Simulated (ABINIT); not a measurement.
**BaZrSe3 (P1): G0W0 in ABINIT against the wavefunction cutoff in GW**

How does the gap of BaZrSe3 (P1) converge in the wavefunction cutoff in GW?

Main program and level: ABINIT 10.8.3; PBEsol and many-body steps on it, plane waves.

**1. Starting point**

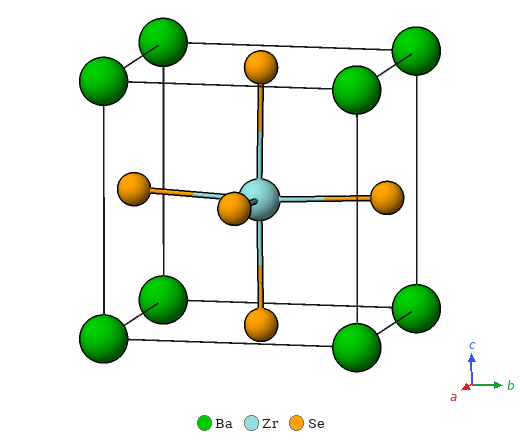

Start, viewed slightly off an axis; barium green, zirconium light teal, selenium orange. Some periodic images of atoms are drawn too.

The cell and positions are those that the Materials Project relaxed with its own functionals (PBE, PBE+U or r2SCAN), kept fixed. Spin-orbit coupling is left out unless a step names it.

**2. Screening, 2×2×2 mesh, 96 bands, screening to 106.1 eV**

This step: ABINIT 10.8.3; RPA screening on PBEsol, plane waves, norm-conserving pseudopotentials.

The RPA dielectric matrix is built and inverted for each q.

Input file run.abi:

```
acell 3*1.0 Angstrom
rprim 
  5.287383000000 -0.000000000000 -0.000000000000
  0.003576000000 5.296392000000 -0.000000000000
  0.007950000000 0.010054000000 5.309462000000
ntypat 3
znucl 56 40 34
natom 5
typat 1 2 3 3 3
xred 
  0.998643000000 0.998478000000 0.998673000000
  0.476578000000 0.490069000000 0.476727000000
  0.488317000000 0.998506000000 0.502693000000
  0.983845000000 0.511636000000 0.518540000000
  0.492614000000 0.501310000000 0.993370000000
pp_dirpath "pseudos"
pseudos "Ba.upf, Zr.upf, Se.upf"
ecut 39
ngkpt 2 2 2
nshiftk 1
shiftk 0 0 0
kptopt 1
chksymbreak 0
istwfk *1
occopt 1
irdwfk 1
optdriver 3
nband 96
ecuteps 3.9
inclvkb 2
awtr 1
symchi 1
ecutwfn 11.7
indata_prefix "in"
outdata_prefix "out"
tmpdata_prefix "tmp"
```

Started as:

```sh
> OMP_NUM_THREADS=1 mpirun -n 8 abinit run.abi > log
```

What it wrote:

```text
.Version 10.8.3 of ABINIT. v10.8.2 released Aug 2026.

 Symmetries : space group P1 (#  1); Bravais aP (primitive triclinic)
[... echo of the input left out ...]
== DATASET  1 ==================================================================
-   mpi_nproc: 8, omp_nthreads: 1 (-1 if OMP is not activated)

--- !DatasetInfo
iteration_state: {dtset: 1, }
dimensions: {natom: 5, nkpt: 8, mband: 96, nsppol: 1, nspinor: 1, nspden: 1, mpw: 1938, }
cutoff_energies: {ecut:  11.7, pawecutdg:  -1.0, }
electrons: {nelect:   7.00000000E+01, charge:   0.00000000E+00, occopt:   1.00000000E+00, tsmear:   1.00000000E-02, }

 SCREENING: Calculation of the susceptibility and dielectric matrices

 Based on a program developped by R.W. Godby, V. Olevano, G. Onida, and L. Reining.
 Incorporated in ABINIT by V. Olevano, G.-M. Rignanese, and M. Torrent.
.Using double precision arithmetic ; gwpc =  8

[... cell and pseudopotentials left out ...]
--------------------------------------------------------------------------------

 ==== K-mesh for the wavefunctions ====
 Number of points in the irreducible wedge :     8
[... list of points left out ...]
 Together with  1 symmetry operations and time-reversal symmetry
 yields     8 points in the full Brillouin Zone.

 ==== Q-mesh for the screening function ====
 Number of points in the irreducible wedge :     8
[... list of points left out ...]
 Together with  1 symmetry operations and time-reversal symmetry
 yields     8 points in the full Brillouin Zone.

 setmesh: FFT mesh size selected  =    25x   25x   25
          total number of points  =        15625

 vcoul_init : cutoff-mode = AUXILIARY_FUNCTION
 q-points for optical limit:   1
     1)      0.000010    0.000020    0.000030

- screening: taking advantage of time-reversal symmetry
- Maximum band index for partially occupied states nbvw = 35
- Remaining bands to be divided among processors   nbcw = 61
- Number of bands treated by each node ~7

 Number of electrons calculated from density =   65.1446; Expected =   70.0000
 average of density, n =  0.064925
 r_s =    1.5435
 omega_plasma =   24.5788 [eV]

 calculating chi0 at frequencies [eV] :
  1    0.000000E+00    0.000000E+00
  2    0.000000E+00    2.457881E+01

--------------------------------------------------------------------------------
  q-point number  1        q = ( 0.000000, 0.000000, 0.000000) [r.l.u.]
--------------------------------------------------------------------------------
[... chi0 elements left out ...]
 For q-point:  0.000010 0.000020 0.000030
  dielectric constant =  24.6519
  dielectric constant without local fields =  31.5242

  Average fulfillment of the sum rule on Im[epsilon] for q-point    1 :     41.80  [%]
[... wings left out ...]
  q-point number  2        q = ( 0.500000, 0.000000, 0.000000) [r.l.u.]
--------------------------------------------------------------------------------
[... chi0 elements left out ...]
  Average fulfillment of the sum rule on Im[epsilon] for q-point    2 :     52.63  [%]

 [... 6 further q-points ...]
```

Wall time 13 s (8 MPI ranks of Arm Neoverse V2, shared host); peak memory 1.3 GiB; 1.7 min of CPU time.

Numbers from this step:

| Property | Result |
| --- | --- |
| ε∞ with local fields, on this mesh, along the program's q direction | 24.65 |
| the same without local fields | 31.52 |
| plasma frequency | 24.58 eV |
| plane waves in the screening matrix | 365 |

Local fields lower ε∞ by 22 %. On a Γ-centred mesh this coarse the value itself is usually too large, while a short band sum pulls it down.

**3. 11.7 Ha**

This step: G0W0 on PBEsol, plane waves, norm-conserving pseudopotentials.

run.abi, as its differences from that of step 2:

```diff
@@ -26,8 +26,17 @@
 irdwfk 1
-optdriver 3
+optdriver 4
 nband 96
+gwcalctyp 0
+ecutsigx 11.7
+symsigma 1
+nkptgw 2
+kptgw 
+  0.5000000000 0.5000000000 0.5000000000
+  0.0000000000 0.0000000000 0.0000000000
+bdgw 
+  34 37
+  34 37
 ecuteps 3.9
-inclvkb 2
-awtr 1
-symchi 1
+irdscr 1
+ppmodel 1
 ecutwfn 11.7
```

What it wrote:

```text
.Version 10.8.3 of ABINIT. v10.8.2 released Aug 2026.

 Symmetries : space group P1 (#  1); Bravais aP (primitive triclinic)
[... echo of the input left out ...]
== DATASET  1 ==================================================================
-   mpi_nproc: 8, omp_nthreads: 1 (-1 if OMP is not activated)

--- !DatasetInfo
iteration_state: {dtset: 1, }
dimensions: {natom: 5, nkpt: 8, mband: 96, nsppol: 1, nspinor: 1, nspden: 1, mpw: 1938, }
cutoff_energies: {ecut:  11.7, pawecutdg:  -1.0, }
electrons: {nelect:   7.00000000E+01, charge:   0.00000000E+00, occopt:   1.00000000E+00, tsmear:   1.00000000E-02, }

 SIGMA: Calculation of the GW corrections

 Based on a program developped by R.W. Godby, V. Olevano, G. Onida, and L. Reining.
 Incorporated in ABINIT by V. Olevano, G.-M. Rignanese, and M. Torrent.
.Using double precision arithmetic ; gwpc =  8

[... cell and pseudopotentials left out ...]
--------------------------------------------------------------------------------

 ==== K-mesh for the wavefunctions ====
 Number of points in the irreducible wedge :     8
[... list of points left out ...]
 Together with  1 symmetry operations and time-reversal symmetry
 yields     8 points in the full Brillouin Zone.

 ==== Q-mesh for screening function ====
 Number of points in the irreducible wedge :     8
[... list of points left out ...]
 Together with  1 symmetry operations and time-reversal symmetry
 yields     8 points in the full Brillouin Zone.

 vcoul_init : cutoff-mode = AUXILIARY_FUNCTION
 q-points for optical limit:   1
     1)      0.000010    0.000020    0.000030
 setmesh: FFT mesh size selected  =    32x   32x   32
          total number of points  =        32768

 Number of electrons calculated from density =   65.1446; Expected =   70.0000
 average of density, n =  0.064925
 r_s =    1.5435
 omega_plasma =   24.5788 [eV]

 === KS Band Gaps ===
  >>>> For spin  1
   Minimum direct gap =   0.6981 [eV], located at k-point      :   0.0000  0.0000  0.0000
   Fundamental gap    =   0.1572 [eV], Top of valence bands at :   0.5000  0.5000  0.5000
                                       Bottom of conduction at :   0.0000  0.0000  0.0000
 SIGMA fundamental parameters:
 PLASMON POLE MODEL  1
 number of plane-waves for SigmaX                 1935
 number of plane-waves for SigmaC and W            365
 number of plane-waves for wavefunctions          1935
 number of bands                                    96
 number of independent spin polarizations            1
 number of spinorial components                      1
 number of k-points in IBZ                           8
 number of q-points in IBZ                           8
 number of symmetry operations                       1
 number of k-points in BZ                            8
 number of q-points in BZ                            8
 number of frequencies for dSigma/dE                 9
 frequency step for dSigma/dE [eV]                0.25
 number of omega for Sigma on real axis              0
 max omega for Sigma on real axis  [eV]           0.00
 zcut for avoiding poles [eV]                     0.10

 EPSILON^-1 parameters (SCR file):
 dimension of the eps^-1 matrix on file            365
 dimension of the eps^-1 matrix used               365
 number of plane-waves for wavefunctions          1935
 number of bands                                    96
 number of q-points in IBZ                           8
 number of frequencies                               2
 number of real frequencies                          1
 number of imag frequencies                          1

 matrix elements of self-energy operator (all in [eV])

 Perturbative Calculation

--- !SelfEnergy_ee
iteration_state: {dtset: 1, }
kpoint     : [   0.500,    0.500,    0.500, ]
spin       : 1
KS_gap     :    2.344
QP_gap     :    3.668
Delta_QP_KS:    1.324
data: !SigmaeeData |
     Band     E0 <VxcDFT>   SigX SigC(E0)      Z dSigC/dE  Sig(E)    E-E0       E
       34   4.975 -14.015 -16.887   2.748   0.785  -0.274 -14.112  -0.097   4.877
       35   5.008 -14.026 -16.915   2.771   0.785  -0.274 -14.119  -0.092   4.916
       36   7.352 -12.905  -7.292  -4.031   0.779  -0.284 -11.673   1.232   8.584
       37   7.542 -13.708  -7.759  -4.235   0.774  -0.293 -12.382   1.326   8.869

--- !SelfEnergy_ee
iteration_state: {dtset: 1, }
kpoint     : [   0.000,    0.000,    0.000, ]
spin       : 1
KS_gap     :    0.698
QP_gap     :    1.953
Delta_QP_KS:    1.255
data: !SigmaeeData |
     Band     E0 <VxcDFT>   SigX SigC(E0)      Z dSigC/dE  Sig(E)    E-E0       E
       34   4.399 -14.188 -16.863   2.685   0.787  -0.271 -14.180   0.008   4.407
       35   4.467 -14.368 -17.270   2.830   0.788  -0.270 -14.425  -0.057   4.411
       36   5.166 -12.556  -7.651  -3.385   0.788  -0.269 -11.358   1.198   6.364
       37   5.296 -12.677  -8.102  -3.163   0.789  -0.268 -11.563   1.114   6.409

== END DATASET(S) ==============================================================
================================================================================

 -outvars: echo values of variables after computation  --------
           etotal      0.0000000000E+00
            nband          96
             nkpt           8
          spgroup           1
 [... the other variables as echoed above ...]

 Calculation completed.
```

Run time: 7.1 s. Hardware: 8 MPI ranks; peak memory 1.2 GiB.

Numbers from this step:

```
G0W0 gap on the points computed              : 1.448 eV
starting gap on the mesh                     : 0.1573 eV
k of the valence top                         : 0.5, 0.5, 0.5
k of the conduction bottom                   : 0, 0, 0
Z at the valence top                         : 0.785
Z at the conduction bottom                   : 0.788
least direct G0W0 gap on the computed points : 1.953 eV
```

**4. Screening, 2×2×2 mesh, 96 bands, screening to 106.1 eV**

This step: RPA screening on PBEsol, plane waves, norm-conserving pseudopotentials.

run.abi, as its differences from that of step 3:

```diff
@@ -26,18 +26,9 @@
 irdwfk 1
-optdriver 4
+optdriver 3
 nband 96
-gwcalctyp 0
-ecutsigx 11.7
-symsigma 1
-nkptgw 2
-kptgw 
-  0.5000000000 0.5000000000 0.5000000000
-  0.0000000000 0.0000000000 0.0000000000
-bdgw 
-  34 37
-  34 37
 ecuteps 3.9
-irdscr 1
-ppmodel 1
-ecutwfn 11.7
+inclvkb 2
+awtr 1
+symchi 1
+ecutwfn 19.5
 indata_prefix "in"
```

What it wrote:

```text
.Version 10.8.3 of ABINIT. v10.8.2 released Aug 2026.

 Symmetries : space group P1 (#  1); Bravais aP (primitive triclinic)
[... echo of the input left out ...]
== DATASET  1 ==================================================================
-   mpi_nproc: 8, omp_nthreads: 1 (-1 if OMP is not activated)

--- !DatasetInfo
iteration_state: {dtset: 1, }
dimensions: {natom: 5, nkpt: 8, mband: 96, nsppol: 1, nspinor: 1, nspden: 1, mpw: 4194, }
cutoff_energies: {ecut:  19.5, pawecutdg:  -1.0, }
electrons: {nelect:   7.00000000E+01, charge:   0.00000000E+00, occopt:   1.00000000E+00, tsmear:   1.00000000E-02, }

 SCREENING: Calculation of the susceptibility and dielectric matrices

 Based on a program developped by R.W. Godby, V. Olevano, G. Onida, and L. Reining.
 Incorporated in ABINIT by V. Olevano, G.-M. Rignanese, and M. Torrent.
.Using double precision arithmetic ; gwpc =  8

[... cell and pseudopotentials left out ...]
--------------------------------------------------------------------------------

 ==== K-mesh for the wavefunctions ====
 Number of points in the irreducible wedge :     8
[... list of points left out ...]
 Together with  1 symmetry operations and time-reversal symmetry
 yields     8 points in the full Brillouin Zone.

 ==== Q-mesh for the screening function ====
 Number of points in the irreducible wedge :     8
[... list of points left out ...]
 Together with  1 symmetry operations and time-reversal symmetry
 yields     8 points in the full Brillouin Zone.

 setmesh: FFT mesh size selected  =    30x   30x   30
          total number of points  =        27000

 vcoul_init : cutoff-mode = AUXILIARY_FUNCTION
 q-points for optical limit:   1
     1)      0.000010    0.000020    0.000030

- screening: taking advantage of time-reversal symmetry
- Maximum band index for partially occupied states nbvw = 35
- Remaining bands to be divided among processors   nbcw = 61
- Number of bands treated by each node ~7

 Number of electrons calculated from density =   69.5499; Expected =   70.0000
 average of density, n =  0.069315
 r_s =    1.5102
 omega_plasma =   25.3963 [eV]

 calculating chi0 at frequencies [eV] :
  1    0.000000E+00    0.000000E+00
  2    0.000000E+00    2.539627E+01

--------------------------------------------------------------------------------
  q-point number  1        q = ( 0.000000, 0.000000, 0.000000) [r.l.u.]
--------------------------------------------------------------------------------
[... chi0 elements left out ...]
 For q-point:  0.000010 0.000020 0.000030
  dielectric constant =  24.9913
  dielectric constant without local fields =  31.9817

  Average fulfillment of the sum rule on Im[epsilon] for q-point    1 :     38.72  [%]
[... wings left out ...]
  q-point number  2        q = ( 0.500000, 0.000000, 0.000000) [r.l.u.]
--------------------------------------------------------------------------------
[... chi0 elements left out ...]
  Average fulfillment of the sum rule on Im[epsilon] for q-point    2 :     45.78  [%]

 [... 6 further q-points ...]
```

The job ended after 18 s (8 MPI ranks; peak memory 1.8 GiB; 2.5 min of CPU time).

Numbers from this step:

```yaml
eps_infinity_with_local_fields_on_this_mesh_along_the_program_s_q_direction: 24.99
the_same_without_local_fields: 31.98
plasma_frequency: 25.40 eV
plane_waves_in_the_screening_matrix: 365
```

**5. 19.5 Ha**

The self-energy is evaluated for the states that the input lists, and the levels follow from it, in one-shot runs by the linearised quasiparticle equation.

This step: G0W0 on PBEsol, plane waves, norm-conserving pseudopotentials.

run.abi, as its differences from that of step 4:

```diff
@@ -26,8 +26,17 @@
 irdwfk 1
-optdriver 3
+optdriver 4
 nband 96
+gwcalctyp 0
+ecutsigx 19.5
+symsigma 1
+nkptgw 2
+kptgw 
+  0.5000000000 0.5000000000 0.5000000000
+  0.0000000000 0.0000000000 0.0000000000
+bdgw 
+  34 37
+  34 37
 ecuteps 3.9
-inclvkb 2
-awtr 1
-symchi 1
+irdscr 1
+ppmodel 1
 ecutwfn 19.5
```

What it wrote:

```text
.Version 10.8.3 of ABINIT. v10.8.2 released Aug 2026.

 Symmetries : space group P1 (#  1); Bravais aP (primitive triclinic)
[... echo of the input left out ...]
== DATASET  1 ==================================================================
-   mpi_nproc: 8, omp_nthreads: 1 (-1 if OMP is not activated)

--- !DatasetInfo
iteration_state: {dtset: 1, }
dimensions: {natom: 5, nkpt: 8, mband: 96, nsppol: 1, nspinor: 1, nspden: 1, mpw: 4194, }
cutoff_energies: {ecut:  19.5, pawecutdg:  -1.0, }
electrons: {nelect:   7.00000000E+01, charge:   0.00000000E+00, occopt:   1.00000000E+00, tsmear:   1.00000000E-02, }

 SIGMA: Calculation of the GW corrections

 Based on a program developped by R.W. Godby, V. Olevano, G. Onida, and L. Reining.
 Incorporated in ABINIT by V. Olevano, G.-M. Rignanese, and M. Torrent.
.Using double precision arithmetic ; gwpc =  8

[... cell and pseudopotentials left out ...]
--------------------------------------------------------------------------------

 ==== K-mesh for the wavefunctions ====
 Number of points in the irreducible wedge :     8
[... list of points left out ...]
 Together with  1 symmetry operations and time-reversal symmetry
 yields     8 points in the full Brillouin Zone.

 ==== Q-mesh for screening function ====
 Number of points in the irreducible wedge :     8
[... list of points left out ...]
 Together with  1 symmetry operations and time-reversal symmetry
 yields     8 points in the full Brillouin Zone.

 vcoul_init : cutoff-mode = AUXILIARY_FUNCTION
 q-points for optical limit:   1
     1)      0.000010    0.000020    0.000030
 setmesh: FFT mesh size selected  =    40x   40x   40
          total number of points  =        64000

 Number of electrons calculated from density =   69.5499; Expected =   70.0000
[...]
number of omega for Sigma on real axis              0
 max omega for Sigma on real axis  [eV]           0.00
 zcut for avoiding poles [eV]                     0.10

 EPSILON^-1 parameters (SCR file):
 dimension of the eps^-1 matrix on file            365
 dimension of the eps^-1 matrix used               365
 number of plane-waves for wavefunctions          4103
 number of bands                                    96
 number of q-points in IBZ                           8
 number of frequencies                               2
 number of real frequencies                          1
 number of imag frequencies                          1

 matrix elements of self-energy operator (all in [eV])

 Perturbative Calculation

--- !SelfEnergy_ee
iteration_state: {dtset: 1, }
kpoint     : [   0.500,    0.500,    0.500, ]
spin       : 1
KS_gap     :    2.344
QP_gap     :    3.852
Delta_QP_KS:    1.509
data: !SigmaeeData |
     Band     E0 <VxcDFT>   SigX SigC(E0)      Z dSigC/dE  Sig(E)    E-E0       E
       34   4.975 -13.670 -16.892   2.744   0.786  -0.273 -14.046  -0.376   4.599
       35   5.008 -13.682 -16.919   2.766   0.785  -0.274 -14.052  -0.370   4.638
       36   7.352 -12.844  -7.345  -4.037   0.779  -0.283 -11.705   1.139   8.491
[...]
--- !SelfEnergy_ee
iteration_state: {dtset: 1, }
kpoint     : [   0.000,    0.000,    0.000, ]
spin       : 1
KS_gap     :    0.698
QP_gap     :    2.138
Delta_QP_KS:    1.440
data: !SigmaeeData |
     Band     E0 <VxcDFT>   SigX SigC(E0)      Z dSigC/dE  Sig(E)    E-E0       E
[...]
36   5.166 -12.550  -7.721  -3.402   0.788  -0.268 -11.425   1.126   6.291
       37   5.296 -12.639  -8.168  -3.178   0.790  -0.266 -11.618   1.021   6.317

== END DATASET(S) ==============================================================
================================================================================

 -outvars: echo values of variables after computation  --------
           etotal      0.0000000000E+00
            nband          96
             nkpt           8
          spgroup           1
 [... the other variables as echoed above ...]

 Calculation completed.
```

Elapsed: 7.5 s, on 8 MPI ranks; peak memory 1.4 GiB.

Numbers from this step:

```yaml
g0w0_gap_on_the_points_computed: 1.653 eV
starting_gap_on_the_mesh: 0.1573 eV
k_of_the_valence_top: 0.5, 0.5, 0.5
k_of_the_conduction_bottom: 0, 0, 0
z_at_the_valence_top: 0.785
z_at_the_conduction_bottom: 0.788
least_direct_g0w0_gap_on_the_computed_points: 2.127 eV
```

The gap on the mesh goes from 0.16 eV to 1.65 eV, a correction of +1.50 eV.

(Part 1 of 2 ends here.)

[Paths, hosts, dates, memory and timing lines, banners, echoed tables and standing remarks are left out of the program output.]

[Logs are printed without paths, hosts, clocks, repeated set-up lines and the standing remarks that a program may print on its own settings, such as how far it seeks lower states.]

[Runs of the session that timed out or met a known fault of the program may be left out.]

[Hosts, paths, dates, database ids (printed as entryN), source tags and the programs' standing remarks are cut or masked in the printed files.]

[G0W0 gaps are taken among the corrected bands and points alone; a level outside them can change the order at an edge.]

[Where Ansatz stands beside ABINIT at settings called matched, ABINIT's density can come from a denser mesh and the files from another edition; pairs whose starting gaps differed by over 0.03 eV were left out, so agreement reads better than it is.]
